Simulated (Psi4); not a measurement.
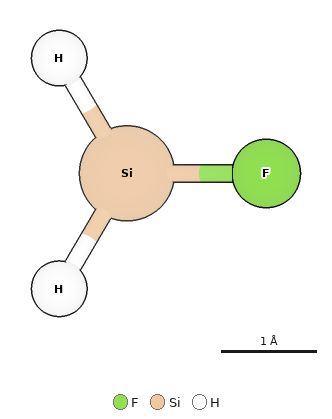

Figure 1. The structure as given in the input (ball-and-stick view, seen on its broad side).

## Run report: SiH₂F, frequency calculation (part 1 of 2)

The run: frequency calculation of SiH₂F, multiplicity 2. Method and program: HF/6-31G**, UHF (Psi4 1.11).

The geometry was optimised with hf/6-31G**.

Input file (input.inp):
```
memory 1.6 GB

molecule mol {
  0 2
  F      1.199741     0.640151    -0.426202
  Si    -0.110065    -0.259984    -0.249975
  H     -1.296218     0.618883    -0.252488
  H     -0.012433    -0.999246     1.024124
  units angstrom
  symmetry c1
}

set globals {
  reference                  uhf
  t                          400.0
  rotational_symmetry_number 1
}

E, wfn = frequencies('scf/6-31G**', return_wfn=True)
print_variables()
```

Machine: 1 thread of Intel Xeon (Granite Rapids), 192 GiB of memory available, shared host.

Launched with:
```bash
psi4 -n 1 input.inp input.out
```

Log:
```
Psi4 1.11 release

gradient() will perform analytic gradient computation.

   => Loading Basis Set <=

    Name: 6-31G**
    Role: ORBITAL
    Keyword: BASIS

         ---------------------------------------------------------
                                   SCF
                              UHF Reference
                        1 Threads,   1525 MiB Core
         ---------------------------------------------------------

  ==> Geometry <==

    Molecular point group: c1
    Full point group: C1

    Geometry (in Angstrom), charge = 0, multiplicity = 2:

       Center              X                  Y                   Z               Mass
    ------------   -----------------  -----------------  -----------------  -----------------
         F            0.824263888846     0.548196232326    -0.134045859660    18.998403162730
         SI          -0.485542111154    -0.351938767674     0.042181140340    27.976926534650
         H           -1.671695111154     0.526928232326     0.039668140340     1.007825032230
         H           -0.387910111154    -1.091200767674     1.316280140340     1.007825032230

  Running in c1 symmetry.

  Rotational constants: A =      4.41126  B =      0.52201  C =      0.48984 [cm^-1]
  Rotational constants: A = 132246.11584  B =  15649.50233  C =  14685.08885 [MHz]
  Nuclear repulsion =   55.759625368643036

  Charge       = 0
  Multiplicity = 2
  Electrons    = 25
  Nalpha       = 13
  Nbeta        = 12

  ==> Algorithm <==

  SCF Algorithm Type is DF.
  DIIS enabled.
  MOM disabled.
  Fractional occupation disabled.
  Guess Type is SAD.
  Energy threshold   = 1.00e-08
  Density threshold  = 1.00e-08
  Integral threshold = 1.00e-12

  ==> Primary Basis <==

  Basis Set: 6-31G**
    Blend: 6-31G**
    Number of shells: 20
    Number of basis functions: 44
    Number of Cartesian functions: 44
    Spherical Harmonics?: false
    Max angular momentum: 2

   => Loading Basis Set <=

    Name: (6-31G** AUX)
    Role: JKFIT
    Keyword: DF_BASIS_SCF

  ==> Integral Setup <==

  DFHelper Memory: AOs need 0.005 GiB; user supplied 1.118 GiB.
  SCF_SUBTYPE=INCORE selected. In-core MEM_DF algorithm will be used.
  Using in-core AOs.

  ==> MemDFJK: Density-Fitted J/K Matrices <==

    J tasked:                   Yes
    K tasked:                   Yes
    wK tasked:                   No
    Memory [MiB]:              1144
    Algorithm:                 Core
    Schwarz Cutoff:           1E-12
    Mask sparsity (%):       0.1033
    Fitting Condition:        1E-10

   => Auxiliary Basis Set <=

  Basis Set: (6-31G** AUX)
    Blend: CC-PVDZ-JKFIT
    Number of shells: 78
    Number of basis functions: 261
    Number of Cartesian functions: 261
    Spherical Harmonics?: false
    Max angular momentum: 3

  Minimum eigenvalue in the overlap matrix is 7.6175122425E-03.
  Reciprocal condition number of the overlap matrix is 1.5199905335E-03.
    Using symmetric orthogonalization.

  ==> Pre-Iterations <==

  SCF Guess: Superposition of Atomic Densities via on-the-fly atomic UHF (no occupation information).

   -------------------------
    Irrep   Nso     Nmo
   -------------------------
     A         44      44
   -------------------------
    Total      44      44
   -------------------------

  ==> Iterations <==

                           Total Energy        Delta E     RMS |[F,P]|

   @DF-UHF iter SAD:  -388.80155996326329   -3.88802e+02   0.00000e+00
   @DF-UHF iter   1:  -389.48697139801993   -6.85411e-01   6.53813e-03 DIIS/ADIIS
   @DF-UHF iter   2:  -389.51489253909784   -2.79211e-02   4.07527e-03 DIIS/ADIIS
   @DF-UHF iter   3:  -389.52501606899443   -1.01235e-02   5.25003e-04 DIIS/ADIIS
   @DF-UHF iter   4:  -389.52572354765425   -7.07479e-04   1.15304e-04 DIIS/ADIIS
   @DF-UHF iter   5:  -389.52577710293724   -5.35553e-05   3.72247e-05 DIIS
   @DF-UHF iter   6:  -389.52578320647865   -6.10354e-06   1.19693e-05 DIIS
   @DF-UHF iter   7:  -389.52578382094237   -6.14464e-07   3.41007e-06 DIIS
   @DF-UHF iter   8:  -389.52578386816555   -4.72232e-08   1.15063e-06 DIIS
   @DF-UHF iter   9:  -389.52578387477445   -6.60890e-09   3.97210e-07 DIIS
   @DF-UHF iter  10:  -389.52578387560351   -8.29061e-10   8.09993e-08 DIIS
   @DF-UHF iter  11:  -389.52578387563040   -2.68869e-11   2.07566e-08 DIIS
   @DF-UHF iter  12:  -389.52578387563204   -1.64846e-12   6.98091e-09 DIIS
  Energy and wave function converged.

  ==> Post-Iterations <==

   @Spin Contamination Metric:   2.167281972E-03
   @S^2 Expected:                7.500000000E-01
   @S^2 Observed:                7.521672820E-01
   @S   Expected:                5.000000000E-01
   @S   Observed:                5.000000000E-01

    Orbital Energies [Eh]
    ---------------------

    Alpha Occupied:

       1A    -68.817392     2A    -26.285752     3A     -6.172739
       4A     -4.284244     5A     -4.276165     6A     -4.274675
       7A     -1.580357     8A     -0.769873     9A     -0.667389
      10A     -0.658731    11A     -0.626878    12A     -0.496490
      13A     -0.347028

    Alpha Virtual:

      14A      0.120221    15A      0.185805    16A      0.233108
      17A      0.285065    18A      0.367078    19A      0.372287
      20A      0.509333    21A      0.778013    22A      0.783965
      23A      0.827535    24A      0.833349    25A      1.032690
      26A      1.295692    27A      1.402803    28A      1.552040
      29A      1.600986    30A      1.613657    31A      1.840614
      32A      2.132191    33A      2.137186    34A      2.187096
      35A      2.260483    36A      2.335953    37A      2.455737
      38A      2.514644    39A      2.541657    40A      2.859695
      41A      3.102955    42A      3.216082    43A      3.330825
      44A      4.427419

    Beta Occupied:

       1A    -68.811588     2A    -26.282238     3A     -6.163587
       4A     -4.272644     5A     -4.271055     6A     -4.263050
       7A     -1.571072     8A     -0.744709     9A     -0.655559
      10A     -0.639863    11A     -0.599556    12A     -0.480580

    Beta Virtual:

      13A      0.048176    14A      0.143096    15A      0.216202
      16A      0.252507    17A      0.305462    18A      0.393124
      19A      0.426652    20A      0.529432    21A      0.811574
      22A      0.820136    23A      0.856266    24A      0.881734
      25A      1.054145    26A      1.307693    27A      1.415687
      28A      1.556397    29A      1.614256    30A      1.615567
      31A      1.843315    32A      2.134410    33A      2.139147
      34A      2.190108    35A      2.269138    36A      2.346594
      37A      2.463173    38A      2.522719    39A      2.548163
      40A      2.867143    41A      3.109277    42A      3.224021
      43A      3.342173    44A      4.430543

    Final Occupation by Irrep:
              A
    DOCC [    12 ]
    SOCC [     1 ]
    NA   [    13 ]
    NB   [    12 ]

  @DF-UHF Final Energy:  -389.52578387563204

   => Energetics <=

    Nuclear Repulsion Energy =             55.7596253686430359
    One-Electron Energy =                -652.5576048688994888
    Two-Electron Energy =                 207.2721956246244304
    Total Energy =                       -389.5257838756320439

  UHF NO Occupations:
  HONO-2 :   11  A 1.9999039
  HONO-1 :   12  A 1.9990951
  HONO-0 :   13  A 1.0000000
  LUNO+0 :   14  A 0.0009049
  LUNO+1 :   15  A 0.0000961
  LUNO+2 :   16  A 0.0000539
  LUNO+3 :   17  A 0.0000127

Computation Completed

Properties will be evaluated at   0.000000,   0.000000,   0.000000 [a0]

Properties computed using the SCF density matrix

 Multipole Moments:

 ------------------------------------------------------------------------------------
     Multipole            Electronic (a.u.)      Nuclear  (a.u.)        Total (a.u.)
 ------------------------------------------------------------------------------------

 L = 1.  Multiply by 2.5417464519 to convert [e a0] to [Debye]
 Dipole X            :          2.2295711           -2.7189753           -0.4894042
 Dipole Y            :          0.6688920           -1.0538042           -0.3849123
 Dipole Z            :         -1.3942606            1.3985325            0.0042719
 Magnitude           :                                                    0.6226494

 ------------------------------------------------------------------------------------

	total time  =          1 seconds =       0.02 minutes

         ------------------------------------------------------------
                                   SCF GRAD
         ------------------------------------------------------------

  ==> Geometry <==

    Molecular point group: c1
    Full point group: C1

    Geometry (in Angstrom), charge = 0, multiplicity = 2:

       Center              X                  Y                   Z               Mass
    ------------   -----------------  -----------------  -----------------  -----------------
         F            0.824263888846     0.548196232326    -0.134045859660    18.998403162730
         SI          -0.485542111154    -0.351938767674     0.042181140340    27.976926534650
         H           -1.671695111154     0.526928232326     0.039668140340     1.007825032230
         H           -0.387910111154    -1.091200767674     1.316280140340     1.007825032230

  Nuclear repulsion =   55.759625368643036

  ==> Basis Set <==

  Basis Set: 6-31G**
    Blend: 6-31G**
    Number of shells: 20
    Number of basis functions: 44
    Number of Cartesian functions: 44
    Spherical Harmonics?: false
    Max angular momentum: 2

  ==> DFJKGrad: Density-Fitted SCF Gradients <==

    Gradient:                    1
    J tasked:                  Yes
    K tasked:                  Yes
    wK tasked:                  No
    Integrals threads:           1
    Memory [MiB]:             1144
    Schwarz Cutoff:          1E-12
    Fitting Condition:       1E-10

   => Auxiliary Basis Set <=

  Basis Set: (6-31G** AUX)
    Blend: CC-PVDZ-JKFIT
    Number of shells: 78
    Number of basis functions: 261
    Number of Cartesian functions: 261
    Spherical Harmonics?: false
    Max angular momentum: 3

  -Total Gradient:
     Atom            X                  Y                   Z
    ------   -----------------  -----------------  -----------------
       1        0.000095008734     0.000070431081    -0.000006245961
       2       -0.000141732069    -0.000077120712     0.000045533735
       3        0.000001779269     0.000030430656    -0.000040898911
       4        0.000044944066    -0.000023741025     0.000001611137

	total time  =          0 seconds =       0.00 minutes

  Based on options and gradient (rms=6.28E-05), recommend projecting translations and projecting rotations.
hessian() will perform analytic frequency computation.

   => Loading Basis Set <=

    Name: 6-31G**
    Role: ORBITAL
    Keyword: BASIS

         ---------------------------------------------------------
                                   SCF
                              UHF Reference
                        1 Threads,   1525 MiB Core
         ---------------------------------------------------------

  ==> Geometry <==

    Molecular point group: c1
    Full point group: C1

    Geometry (in Angstrom), charge = 0, multiplicity = 2:

       Center              X                  Y                   Z               Mass
    ------------   -----------------  -----------------  -----------------  -----------------
         F            0.824263888846     0.548196232326    -0.134045859660    18.998403162730
         SI          -0.485542111154    -0.351938767674     0.042181140340    27.976926534650
         H           -1.671695111154     0.526928232326     0.039668140340     1.007825032230
         H           -0.387910111154    -1.091200767674     1.316280140340     1.007825032230

  Running in c1 symmetry.

  Rotational constants: A =      4.41126  B =      0.52201  C =      0.48984 [cm^-1]
  Rotational constants: A = 132246.11584  B =  15649.50233  C =  14685.08885 [MHz]
  Nuclear repulsion =   55.759625368643036

  Charge       = 0
  Multiplicity = 2
  Electrons    = 25
  Nalpha       = 13
  Nbeta        = 12

  ==> Algorithm <==

  SCF Algorithm Type is DF.
  DIIS enabled.
  MOM disabled.
  Fractional occupation disabled.
  Guess Type is SAD.
  Energy threshold   = 1.00e-08
  Density threshold  = 1.00e-08
  Integral threshold = 1.00e-12

  ==> Primary Basis <==

  Basis Set: 6-31G**
    Blend: 6-31G**
    Number of shells: 20
    Number of basis functions: 44
    Number of Cartesian functions: 44
    Spherical Harmonics?: false
    Max angular momentum: 2

   => Loading Basis Set <=

    Name: (6-31G** AUX)
    Role: JKFIT
    Keyword: DF_BASIS_SCF

  ==> Integral Setup <==

  DFHelper Memory: AOs need 0.005 GiB; user supplied 1.118 GiB.
  SCF_SUBTYPE=INCORE selected. In-core MEM_DF algorithm will be used.
  Using in-core AOs.

  ==> MemDFJK: Density-Fitted J/K Matrices <==

    J tasked:                   Yes
    K tasked:                   Yes
    wK tasked:                   No
    Memory [MiB]:              1144
    Algorithm:                 Core
    Schwarz Cutoff:           1E-12
    Mask sparsity (%):       0.1033
    Fitting Condition:        1E-10

   => Auxiliary Basis Set <=

  Basis Set: (6-31G** AUX)
    Blend: CC-PVDZ-JKFIT
    Number of shells: 78
    Number of basis functions: 261
    Number of Cartesian functions: 261
    Spherical Harmonics?: false
    Max angular momentum: 3

  Minimum eigenvalue in the overlap matrix is 7.6175122425E-03.
  Reciprocal condition number of the overlap matrix is 1.5199905335E-03.
    Using symmetric orthogonalization.

  ==> Pre-Iterations <==

  SCF Guess: Superposition of Atomic Densities via on-the-fly atomic UHF (no occupation information).

   -------------------------
    Irrep   Nso     Nmo
   -------------------------
     A         44      44
   -------------------------
    Total      44      44
   -------------------------

  ==> Iterations <==

                           Total Energy        Delta E     RMS |[F,P]|

   @DF-UHF iter SAD:  -388.80155996326329   -3.88802e+02   0.00000e+00
   @DF-UHF iter   1:  -389.48697139801993   -6.85411e-01   6.53813e-03 DIIS/ADIIS
   @DF-UHF iter   2:  -389.51489253909784   -2.79211e-02   4.07527e-03 DIIS/ADIIS
   @DF-UHF iter   3:  -389.52501606899443   -1.01235e-02   5.25003e-04 DIIS/ADIIS
   @DF-UHF iter   4:  -389.52572354765425   -7.07479e-04   1.15304e-04 DIIS/ADIIS
   @DF-UHF iter   5:  -389.52577710293724   -5.35553e-05   3.72247e-05 DIIS
   @DF-UHF iter   6:  -389.52578320647865   -6.10354e-06   1.19693e-05 DIIS
   @DF-UHF iter   7:  -389.52578382094237   -6.14464e-07   3.41007e-06 DIIS
   @DF-UHF iter   8:  -389.52578386816555   -4.72232e-08   1.15063e-06 DIIS
   @DF-UHF iter   9:  -389.52578387477445   -6.60890e-09   3.97210e-07 DIIS
   @DF-UHF iter  10:  -389.52578387560351   -8.29061e-10   8.09993e-08 DIIS
   @DF-UHF iter  11:  -389.52578387563040   -2.68869e-11   2.07566e-08 DIIS
   @DF-UHF iter  12:  -389.52578387563204   -1.64846e-12   6.98091e-09 DIIS
  Energy and wave function converged.

  ==> Post-Iterations <==

   @Spin Contamination Metric:   2.167281972E-03
   @S^2 Expected:                7.500000000E-01
   @S^2 Observed:                7.521672820E-01
   @S   Expected:                5.000000000E-01
   @S   Observed:                5.000000000E-01

    Orbital Energies [Eh]
    ---------------------

    Alpha Occupied:

       1A    -68.817392     2A    -26.285752     3A     -6.172739
       4A     -4.284244     5A     -4.276165     6A     -4.274675
       7A     -1.580357     8A     -0.769873     9A     -0.667389
      10A     -0.658731    11A     -0.626878    12A     -0.496490
      13A     -0.347028

    Alpha Virtual:

      14A      0.120221    15A      0.185805    16A      0.233108
      17A      0.285065    18A      0.367078    19A      0.372287
      20A      0.509333    21A      0.778013    22A      0.783965
      23A      0.827535    24A      0.833349    25A      1.032690
      26A      1.295692    27A      1.402803    28A      1.552040
      29A      1.600986    30A      1.613657    31A      1.840614
      32A      2.132191    33A      2.137186    34A      2.187096
      35A      2.260483    36A      2.335953    37A      2.455737
      38A      2.514644    39A      2.541657    40A      2.859695
      41A      3.102955    42A      3.216082    43A      3.330825
      44A      4.427419

    Beta Occupied:

       1A    -68.811588     2A    -26.282238     3A     -6.163587
       4A     -4.272644     5A     -4.271055     6A     -4.263050
       7A     -1.571072     8A     -0.744709     9A     -0.655559
      10A     -0.639863    11A     -0.599556    12A     -0.480580

    Beta Virtual:

      13A      0.048176    14A      0.143096    15A      0.216202
      16A      0.252507    17A      0.305462    18A      0.393124
      19A      0.426652    20A      0.529432    21A      0.811574
      22A      0.820136    23A      0.856266    24A      0.881734
      25A      1.054145    26A      1.307693    27A      1.415687
      28A      1.556397    29A      1.614256    30A      1.615567
      31A      1.843315    32A      2.134410    33A      2.139147
      34A      2.190108    35A      2.269138    36A      2.346594
      37A      2.463173    38A      2.522719    39A      2.548163
      40A      2.867143    41A      3.109277    42A      3.224021
      43A      3.342173    44A      4.430543

    Final Occupation by Irrep:
              A
    DOCC [    12 ]
    SOCC [     1 ]
    NA   [    13 ]
    NB   [    12 ]

  @DF-UHF Final Energy:  -389.52578387563204

   => Energetics <=
```
